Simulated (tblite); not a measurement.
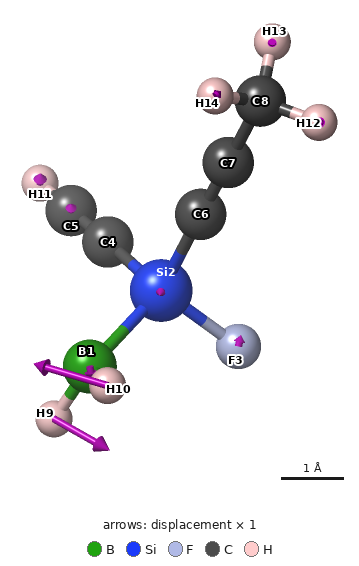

A relaxation of C5H6BFSi. The starting structure is drawn; purple arrows show the displacements, at their true length. The two geometries are superimposed by the best rigid fit.

Style: ball-and-stick. Shown from a free direction.

Level of theory: tblite, GFN2-xTB geometry optimisation, gas phase. 

> Atoms of which element are displaced furthest, and by how much?

Hydrogen: up to 1.38 Å, against 0.25 Å for boron.

> What happened in the run?

H10 moves most after the best rigid fit: 1.38 Å. Largest moves by element: H 1.38 Å, B 0.25 Å, F 0.19 Å, C 0.16 Å, Si 0.12 Å. Among the contacts that change: Si2–C4 1.807 → 1.863 Å, Si2–F3 1.678 → 1.636 Å, B1–H9 1.203 → 1.169 Å, Si2–C6 1.824 → 1.854 Å. Bond angles that change, for instance: B1–Si2–C6 107.8° → 116.5°, F3–Si2–C6 110.6° → 104.1°, C4–Si2–C6 111.4° → 105.7°. The energy falls by 9.09 kcal/mol in 145 geometry steps. Cost: 1.6 s on 1 thread of Arm Neoverse N1, with other jobs on the host.
